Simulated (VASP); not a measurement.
# A VASP study of MoH3 (PBEsol + D4): structure first, properties next, part 2 of 5

What structure does MoH3 take at this level, and what are its properties? The cell is generated by rule, not measured, and may not be a known phase. The atoms of the start are displaced at random from the sites of a P-3m1 cell.

VASP 6.6.1; PBEsol with D4; plane waves and PAW (H, Mo_sv); invented cell.

Still holding for the runs below: This run has no spin polarisation. Its electron count is odd, so without a moment it is a metal by construction.

So far. Step 2 (Rough relaxation of the start cell): It ends with a largest force of 0.014 eV/Å and a pressure of 0.05 GPa.

## (3) Relaxing cell and atoms (PBEsol + D4)

Properties are meant for the cell that this level of theory prefers, so cell and atoms are relaxed first (ISIF = 3) until forces and stress are small; EDIFFG sets the threshold.

INCAR

```
SYSTEM = MoH3
PREC = Accurate
ENCUT = 400
EDIFF = 1E-06
NELM = 100
ISMEAR = -1
SIGMA = 0.05
LREAL = .FALSE.
ALGO = Normal
GGA = PS
IVDW = 13
NBANDS = 14
LORBIT = 11
LWAVE = .FALSE.
LCHARG = .FALSE.
KPAR = 2
IBRION = 2
NSW = 60
ISIF = 3
EDIFFG = -0.01
```

POSCAR

```
MoH3
1.0
    2.4669212500     -1.4250072400      0.0000000000
    2.4669212500      1.4250072400      0.0000000000
   -0.0004239200      0.0000000000      3.7499450100
H Mo
3 1
Direct
    0.3344177560      0.3324213080      0.7516329380
    0.6675786920      0.6655822440      0.2483670620
    0.9974515020      0.0025484980      0.0000000000
    0.0003467410      0.9996532590      0.5000000000
```

KPOINTS

```
Automatic mesh
0
Gamma
11 11 7
0 0 0
```

Potentials, in the order of the species: H and Mo_sv (PBE family, release 64).

The cell reached was symmetrised within 0.01 Å before this step, which raises the operations from 1 to 2, which the run then keeps.

Run with:

```console
$ mpirun -np 2 vasp_std
```

Log:

```text
[banner, memory and clock lines left out]
running    2 mpi-ranks, on    1 nodes
 distrk:  each k-point on    1 cores,    2 groups
 distr:  one band on    1 cores,    1 groups

 POSCAR found type information on POSCAR H Mo
 POSCAR found :  2 types and       4 ions
 [... a notice as in an earlier step ...]

 LDA part: xc-table for (Slater+PW92), standard interpolation
 POSCAR, INCAR and KPOINTS ok, starting setup
 FFT: planning ... GRIDC
 FFT: planning ... GRID_SOFT
 FFT: planning ... GRID
 WAVECAR not read
 entering main loop
       N       E                     dE             d eps       ncg     rms          rms(c)
DAV:   1     0.911915741779E+02    0.91192E+02   -0.86486E+03  6728   0.924E+02
DAV:   2    -0.211656442978E+02   -0.11236E+03   -0.10918E+03  7974   0.297E+02
DAV:   3    -0.227403897876E+02   -0.15747E+01   -0.15511E+01  7500   0.356E+01
DAV:   4    -0.227451956439E+02   -0.48059E-02   -0.48056E-02  7818   0.223E+00
DAV:   5    -0.227452303346E+02   -0.34691E-04   -0.34691E-04  7542   0.162E-01    0.236E+01
DAV:   6    -0.212852166873E+02    0.14600E+01   -0.27702E+00  7182   0.177E+01    0.481E+00
DAV:   7    -0.211992423997E+02    0.85974E-01   -0.15917E-01  7428   0.329E+00    0.174E+00
DAV:   8    -0.211777067598E+02    0.21536E-01   -0.33767E-02  7452   0.160E+00    0.195E-01
DAV:   9    -0.211776515294E+02    0.55230E-04   -0.13817E-03  6906   0.287E-01    0.111E-01
DAV:  10    -0.211776528748E+02   -0.13453E-05   -0.20178E-04  7758   0.144E-01    0.279E-02
DAV:  11    -0.211776518522E+02    0.10225E-05   -0.11110E-05  6846   0.247E-02    0.155E-02
DAV:  12    -0.211776528563E+02   -0.10041E-05   -0.19204E-06  6774   0.143E-02    0.259E-03
DAV:  13    -0.211776528145E+02    0.41793E-07   -0.89518E-08  3330   0.295E-03
   1 F= -.21725726E+02 E0= -.21721446E+02  d E =-.217257E+02
 curvature:   0.00 expect dE= 0.000E+00 dE for cont linesearch  0.000E+00
 trial: gam= 0.00000 g(F)=  0.406E-02 g(S)=  0.599E-02 ort = 0.000E+00 (trialstep = 0.100E+01)
 search vector abs. value=  0.100E-01
 bond charge predicted
       N       E                     dE             d eps       ncg     rms          rms(c)
DAV:   1    -0.212208337639E+02   -0.43181E-01   -0.91471E-01  6936   0.116E+01    0.252E+00
DAV:   2    -0.211756049894E+02    0.45229E-01   -0.10560E-01  6840   0.384E+00    0.278E-01
DAV:   3    -0.211750117396E+02    0.59325E-03   -0.42810E-03  7482   0.625E-01    0.287E-01
DAV:   4    -0.211749226587E+02    0.89081E-04   -0.42581E-04  7446   0.208E-01    0.791E-02
DAV:   5    -0.211749430757E+02   -0.20417E-04   -0.78088E-05  7788   0.976E-02    0.449E-02
DAV:   6    -0.211749483039E+02   -0.52282E-05   -0.46576E-06  7242   0.237E-02    0.157E-03
DAV:   7    -0.211749483862E+02   -0.82322E-07   -0.78843E-08  3468   0.253E-03
   2 F= -.21731431E+02 E0= -.21727349E+02  d E =-.570495E-02
[... from here on, the cycles between the ionic steps are left out ...]
   3 F= -.21731529E+02 E0= -.21727471E+02  d E =-.580245E-02
   4 F= -.21734406E+02 E0= -.21730310E+02  d E =-.287738E-02
   5 F= -.21735952E+02 E0= -.21731730E+02  d E =-.442304E-02
   6 F= -.21735967E+02 E0= -.21731727E+02  d E =-.443866E-02
   7 F= -.21737053E+02 E0= -.21732917E+02  d E =-.108548E-02
   8 F= -.21737365E+02 E0= -.21733296E+02  d E =-.139752E-02
   9 F= -.21737398E+02 E0= -.21733358E+02  d E =-.143085E-02
  10 F= -.21737400E+02 E0= -.21733402E+02  d E =-.163928E-05
 trial-energy change:   -0.000002  1 .order    0.000001   -0.000128    0.000130
 step:   0.7910(harm=  0.7910)  dis= 0.00055  next Energy=   -21.737430 (dE=-0.317E-04)
 bond charge predicted
       N       E                     dE             d eps       ncg     rms          rms(c)
DAV:   1    -0.211838308576E+02   -0.97402E-03   -0.64753E-03  6762   0.971E-01    0.204E-01
DAV:   2    -0.211835674450E+02    0.26341E-03   -0.65642E-04  6708   0.298E-01    0.245E-02
DAV:   3    -0.211835567514E+02    0.10694E-04   -0.33957E-05  7344   0.567E-02    0.200E-02
DAV:   4    -0.211835544099E+02    0.23415E-05   -0.49515E-06  7572   0.218E-02    0.767E-03
DAV:   5    -0.211835541138E+02    0.29606E-06   -0.62424E-07  3514   0.836E-03
  11 F= -.21737431E+02 E0= -.21733413E+02  d E =-.332208E-04
 curvature:  -0.42 expect dE=-0.849E-06 dE for cont linesearch -0.248E-08
 trial: gam= 0.01875 g(F)=  0.173E-05 g(S)=  0.308E-06 ort = 0.710E-06 (trialstep = 0.143E+01)
 search vector abs. value=  0.209E-05
 reached required accuracy - stopping structural energy minimisation
```

It took 1.9 min on 2 MPI ranks of AMD EPYC 7R43, shared host; peak memory 0.3 GiB; 3.8 min of CPU time.

From OUTCAR (step 3):

```text
  LATTYP: Found a base centered monoclinic cell.
 ALAT       =     4.9338425000
 B/A-ratio  =     0.5776460193
 C/A-ratio  =     0.7600455495
 COS(beta)  =    -0.0001130470

 Subroutine GETGRP returns: Found  2 space group operations
 (whereof  2 operations were pure point group operations)

The static configuration has the point symmetry C_2 .

 Found    234 irreducible k-points:

   k-points           NKPTS =    234   k-points in BZ     NKDIM =    234   number of bands    NBANDS=     14

   dimension x,y,z NGX =    20 NGY =   20 NGZ =   24
   dimension x,y,z NGXF=    40 NGYF=   40 NGZF=   48

   ENCUT  =  400.0 eV  29.40 Ry    5.42 a.u.   4.65  4.65  6.12*2*pi/ulx,y,z

   NELECT =      17.0000    total number of electrons

 E-fermi :   7.5162

 k-point     1 :       0.0000    0.0000    0.0000
  band No.  band energies     occupation
    ...
      5      -3.0617      2.00000
      6       1.7218      2.00000
      7       5.6647      2.00000
      8       6.3410      2.00000
      9       6.3421      2.00000
     10       9.1259      0.00000
     11       9.1262      0.00000
     12      17.0319      0.00000
     13      17.5829      0.00000
     14      19.5781      0.00000

 k-point     2 :       0.0909   -0.0000    0.0000
  band No.  band energies     occupation
    ...
      5      -2.8302      2.00000
      6       1.8879      2.00000
      7       4.5745      2.00000
      8       6.5929      2.00000
      9       6.7859      2.00000
     10       9.0512      0.00000
     11       9.6253      0.00000
     12      16.7816      0.00000
     13      18.0963      0.00000
     14      18.8652      0.00000

  DFT-D4 for vdW energy calculation

  Edisp (eV):   -0.55388

  Total       0.00313     0.00191    -0.00258     0.00000     0.00000     0.00165
  in kB       0.19038     0.11607    -0.15723     0.00000     0.00000     0.10025
  external pressure =        0.05 kB  Pullay stress =        0.00 kB

  energy-cutoff  :      400.00
  volume of cell :       26.32
      direct lattice vectors                 reciprocal lattice vectors
     2.478575342 -1.431095448 -0.000002136     0.201728788 -0.349382706  0.000023160
     2.478575342  1.431095448 -0.000002136     0.201728788  0.349382706  0.000023160
    -0.000425917  0.000000000  3.709840732     0.000000232  0.000000000  0.269553351

 POSITION                                       TOTAL-FORCE (eV/Angst)
 -----------------------------------------------------------------------------------
      1.65219     -0.00111      2.74357         0.000099      0.002476     -0.000419
      3.30453     -0.00111      0.96627        -0.000099      0.002476      0.000419
      2.47858     -1.42756     -0.00000        -0.000000     -0.004815      0.000000
      2.47836      1.43037      1.85492         0.000000     -0.000137      0.000000
 -----------------------------------------------------------------------------------
    total drift:                               -0.000000      0.000018      0.000000

  FREE ENERGIE OF THE ION-ELECTRON SYSTEM (eV)
  ---------------------------------------------------
  free  energy   TOTEN  =       -21.7374313100 eV

  energy  without entropy=      -21.7293937365  energy(sigma->0) =      -21.73341252

 total charge
# of ion       s       p       d       tot
------------------------------------------
    1        0.546   0.025   0.000   0.571
    2        0.546   0.025   0.000   0.571
    3        0.534   0.014   0.000   0.548
    4        2.321   6.243   3.995  12.558
--------------------------------------------------
tot          3.948   6.305   3.995  14.248

[... 1 part as in an earlier step ...]

[... 7 further parts left out ...]
```

CONTCAR:

```
MoH3
   1.00000000000000
     2.4785753424040995   -1.4310954477609203   -0.0000021356733664
     2.4785753424040995    1.4310954477609203   -0.0000021356733664
    -0.0004259168929111    0.0000000000000000    3.7098407321362195
  H               Mo
     3     1
Direct
     0.3337459644390339    0.3329702570052642    0.7395380012780187
     0.6670297429947358    0.6662540355609661    0.2604619987219811
     0.9987660794814853    0.0012339205185147    0.0000000000000000
     0.0002529040847432    0.9997470959152570    0.5000000000000000
```

The run keeps the 2 symmetry operations of its start, so it cannot find a distortion of lower symmetry.

The steps of the relaxation:

```csv
step,energy less that of the first step (eV),largest force (eV/Å),pressure (GPa),volume (Å³)
1,0.0000,0.2050,-2.23,26.36
2,-0.0057,0.1090,0.88,26.02
3,-0.0058,0.0939,1.25,25.96
4,-0.0087,0.0815,0.86,26.05
5,-0.0102,0.0641,0.26,26.16
6,-0.0102,0.0623,0.27,26.17
7,-0.0113,0.0351,-0.03,26.26
8,-0.0116,0.0170,-0.19,26.32
9,-0.0117,0.0094,-0.26,26.35
10,-0.0117,0.0083,0.28,26.29
11,-0.0117,0.0048,0.01,26.32
```

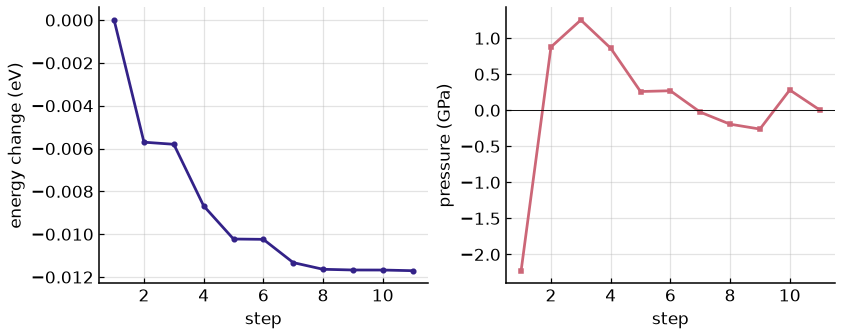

Energy and pressure along the relaxation.

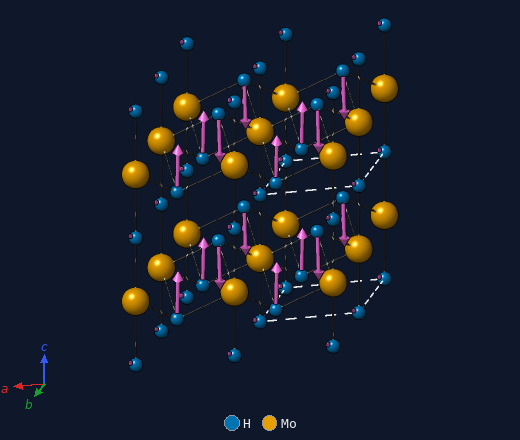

Displacements in the relaxation, exaggerated, measured against the changing cell; the longest in the cell stands for 0.04 Å. 2×2×2 cells are drawn. Some periodic images of atoms are drawn too.

```csv
cell as run,before,after,change
a (Å),2.849,2.862,+0.5 %
b (Å),2.849,2.862,+0.5 %
c (Å),3.750,3.710,-1.1 %
γ (°),60.03,60.00,-0.0 %
volume (Å³/atom),6.59,6.58,-0.2 %
```

The atoms that moved most (Å, as changes of fractional coordinates times the final cell):

```csv
atom,dx,dy,dz,length
H2,0.000,0.002,0.045,0.045
H1,0.000,0.002,-0.045,0.045
```

The relaxed structure:

```cif
data_structure
_symmetry_space_group_name_H-M 'P 1'
_symmetry_Int_Tables_number 1
_cell_length_a 2.8621
_cell_length_b 2.8621
_cell_length_c 3.7098
_cell_angle_alpha 90.006
_cell_angle_beta 90.006
_cell_angle_gamma 60.003
_cell_volume 26.32
loop_
_atom_site_label
_atom_site_type_symbol
_atom_site_fract_x
_atom_site_fract_y
_atom_site_fract_z
_atom_site_occupancy
H1 H 0.33375 0.33297 0.73954 1
H2 H 0.66703 0.66625 0.26046 1
H3 H 0.99877 0.00123 0.00000 1
Mo4 Mo 0.00025 0.99975 0.50000 1
```

Numbers from this step:

```yaml
irreducible_k_points: 234
symmetry_operations: 2
free_energy_toten: -21.74 eV
energy_at_zero_smearing: -21.73 eV
fermi_energy: 7.516 eV
pressure: 0.004974 GPa
scf_cycles_over_all_ionic_steps: 64
```

It ends with a largest force of 0.005 eV/Å and a pressure of 0.00 GPa.

## (4) Single point with fields (PBEsol + D4)

The relaxed cell gets a fresh self-consistent run, on a basis set for its own volume, to fix the density and to check the remaining stress.

Edit INCAR of step 3 so:

```diff
@@ -14,7 +14,5 @@
 LWAVE = .FALSE.
-LCHARG = .FALSE.
-KPAR = 2
-IBRION = 2
-NSW = 60
-ISIF = 3
-EDIFFG = -0.01
+LCHARG = .TRUE.
+ISIF = 2
+LELF = .TRUE.
+LVHAR = .TRUE.
```

POSCAR

```
MoH3
1.0
    2.8621239200      0.0000000000      0.0000000000
   -1.4310619600      2.4786720200      0.0000000000
    0.0000000000      0.0000000000      3.7098407600
H Mo
3 1
Direct
    0.6666666670      0.3333333330      0.7395380010
    0.3333333330      0.6666666670      0.2604619990
    0.0000000000      0.0000000000      0.0000000000
    0.0000000000      0.0000000000      0.5000000000
```

KPOINTS is that of step 3.

The cell reached was symmetrised within 0.01 Å before this step, which raises the operations from 2 to 12, which the run then keeps.

Run with:

```console
$ mpirun -np 2 vasp_std
```

Log:

```text
[banner, memory and clock lines left out]
running    2 mpi-ranks, on    1 nodes
 distrk:  each k-point on    2 cores,    1 groups
 distr:  one band on    1 cores,    2 groups

 POSCAR found type information on POSCAR H Mo
 POSCAR found :  2 types and       4 ions
 [... a notice as in an earlier step ...]

 LDA part: xc-table for (Slater+PW92), standard interpolation
 POSCAR, INCAR and KPOINTS ok, starting setup
 FFT: planning ... GRIDC
 FFT: planning ... GRID_SOFT
 FFT: planning ... GRID
 WAVECAR not read
 entering main loop
       N       E                     dE             d eps       ncg     rms          rms(c)
DAV:   1     0.901827622020E+02    0.90183E+02   -0.86470E+03  2724   0.922E+02
DAV:   2    -0.212611821369E+02   -0.11144E+03   -0.10838E+03  3166   0.298E+02
DAV:   3    -0.227878885939E+02   -0.15267E+01   -0.15212E+01  2998   0.354E+01
DAV:   4    -0.227926647408E+02   -0.47761E-02   -0.47760E-02  3160   0.223E+00
DAV:   5    -0.227927015171E+02   -0.36776E-04   -0.36776E-04  2980   0.164E-01    0.244E+01
DAV:   6    -0.212930368237E+02    0.14997E+01   -0.28259E+00  2902   0.178E+01    0.502E+00
DAV:   7    -0.212046809659E+02    0.88356E-01   -0.16589E-01  2992   0.336E+00    0.174E+00
DAV:   8    -0.211831645832E+02    0.21516E-01   -0.33217E-02  2902   0.163E+00    0.175E-01
DAV:   9    -0.211832132358E+02   -0.48653E-04   -0.11520E-03  2812   0.261E-01    0.101E-01
DAV:  10    -0.211832309744E+02   -0.17739E-04   -0.15211E-04  3088   0.119E-01    0.257E-02
DAV:  11    -0.211832297210E+02    0.12534E-05   -0.10165E-05  2776   0.216E-02    0.130E-02
DAV:  12    -0.211832302983E+02   -0.57732E-06   -0.15471E-06  2664   0.122E-02
   1 F= -.21737100E+02 E0= -.21733080E+02  d E =-.803910E-02
```

Run time: 11 s. Hardware: 2 MPI ranks; peak memory 0.19 GiB.

OUTCAR, selected parts (step 4):

```text
  LATTYP: Found a hexagonal cell.
 ALAT       =     2.8621239200
 C/A-ratio  =     1.2961845342

 Subroutine GETGRP returns: Found 12 space group operations
 (whereof 12 operations were pure point group operations)

The static configuration has the point symmetry D_3d.

 Found     94 irreducible k-points:

   k-points           NKPTS =     94   k-points in BZ     NKDIM =     94   number of bands    NBANDS=     14

   ENCUT  =  400.0 eV  29.40 Ry    5.42 a.u.   4.67  4.67  6.05*2*pi/ulx,y,z

   NELECT =      17.0000    total number of electrons

 E-fermi :   7.5158

 k-point     1 :       0.0000    0.0000    0.0000
  band No.  band energies     occupation
    ...
      5      -3.0618      2.00000
      6       1.7215      2.00000
      7       5.6645      2.00000
      8       6.3412      2.00000
      9       6.3412      2.00000
     10       9.1255      0.00000
     11       9.1255      0.00000
     12      17.0315      0.00000
     13      17.5826      0.00000
     14      19.5776      0.00000

 k-point     2 :       0.0909    0.0000    0.0000
  band No.  band energies     occupation
    ...
      5      -2.8304      2.00000
      6       1.8876      2.00000
      7       4.5744      2.00000
      8       6.5924      2.00000
      9       6.7858      2.00000
     10       9.0505      0.00000
     11       9.6249      0.00000
     12      16.7814      0.00000
     13      18.0961      0.00000
     14      18.8648      0.00000

  DFT-D4 for vdW energy calculation

  Edisp (eV):   -0.55387

  Total       0.00943     0.00943    -0.01394     0.00000     0.00000     0.00000
  in kB       0.57399     0.57399    -0.84883     0.00000     0.00000     0.00000
  external pressure =        0.10 kB  Pullay stress =        0.00 kB

  energy-cutoff  :      400.00
  volume of cell :       26.32
      direct lattice vectors                 reciprocal lattice vectors
     2.862123920  0.000000000  0.000000000     0.349390882  0.201720920  0.000000000
    -1.431061960  2.478672020  0.000000000     0.000000000  0.403441840  0.000000000
     0.000000000  0.000000000  3.709840760     0.000000000  0.000000000  0.269553349

 POSITION                                       TOTAL-FORCE (eV/Angst)
 -----------------------------------------------------------------------------------
      1.43106      0.82622      2.74357         0.000000      0.000000     -0.000283
     -0.00000      1.65245      0.96627        -0.000000      0.000000      0.000283
      0.00000      0.00000      0.00000         0.000000      0.000000      0.000000
      0.00000      0.00000      1.85492         0.000000      0.000000      0.000000
 -----------------------------------------------------------------------------------
    total drift:                               -0.000000     -0.000000      0.000000

  FREE ENERGIE OF THE ION-ELECTRON SYSTEM (eV)
  ---------------------------------------------------
  free  energy   TOTEN  =       -21.7370996425 eV

  energy  without entropy=      -21.7290605408  energy(sigma->0) =      -21.73308009

[... 2 parts as in an earlier step ...]

[... 7 further parts left out ...]
```

This step gave:

| Quantity | Value |
| --- | --- |
| SCF cycles | 12 |
| irreducible k-points | 94 |
| symmetry operations | 12 |
| pressure | 0.009972 GPa |

Valence electrons inside each PAW sphere by angular momentum. Sphere charges, by row:

```csv
atom,s (e),p (e),d (e),tot (e)
H1,0.546,0.025,0,0.571
H2,0.546,0.025,0,0.571
H3,0.534,0.014,0,0.548
Mo4,2.321,6.243,3.995,12.56
```

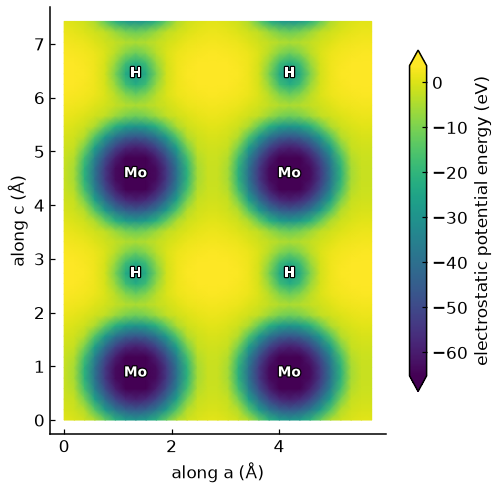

Electrostatic potential energy in the ac plane at fractional y = 0.000, with atoms of H and Mo within 0.2 Å of it. With pseudopotentials it is smooth inside the atoms' cores, unlike the true potential. The map starts off the cell's origin, so that atoms lie inside it.

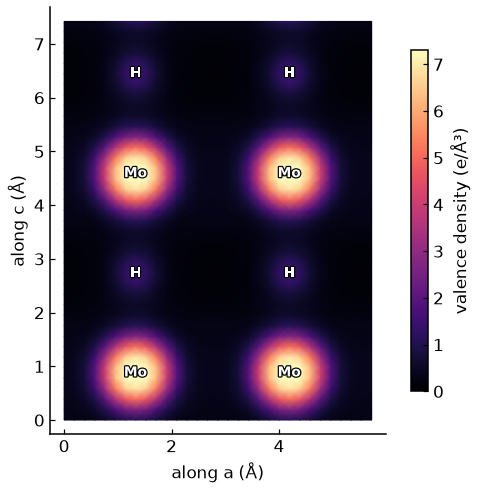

Valence density in the ac plane at fractional y = 0.000, with atoms of H and Mo within 0.2 Å of it. It is the smooth field of the valence electrons, not physical close to the nuclei. The map starts off the cell's origin, so that atoms lie inside it.

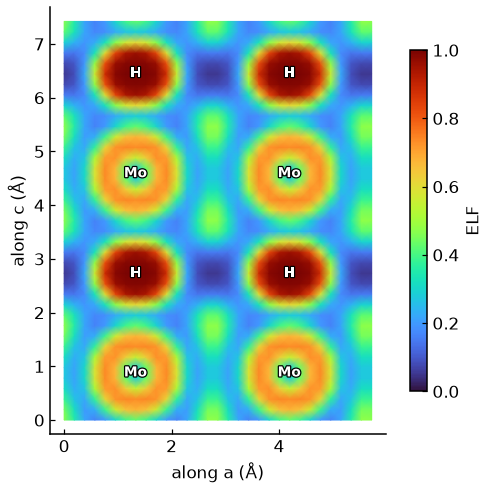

ELF in the ac plane at fractional y = 0.000, with atoms of H and Mo within 0.2 Å of it. It is the smooth field of the valence electrons, not physical close to the nuclei. The map starts off the cell's origin, so that atoms lie inside it.

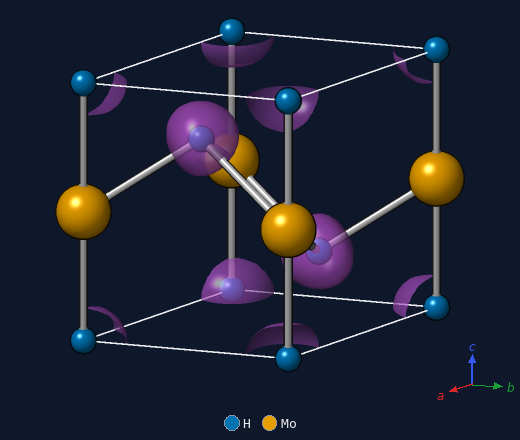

Surface of ELF = 0.85.

The pressure is 0.01 GPa and the largest force 0.000 eV/Å.

[end of part 2 of 5]

[Lines on the potential files, build, host, timing and source positions are cut from VASP's logs without a mark.]

[Logs are printed without paths, hosts, clocks, repeated set-up lines and the standing remarks that a program may print on its own settings, such as how far it seeks lower states.]

[Hosts, paths, dates, database ids (printed as entryN), source tags and the programs' standing remarks are cut or masked in the printed files.]

[A measured line is paired with the nearest computed mode of its activity, which favours agreement.]
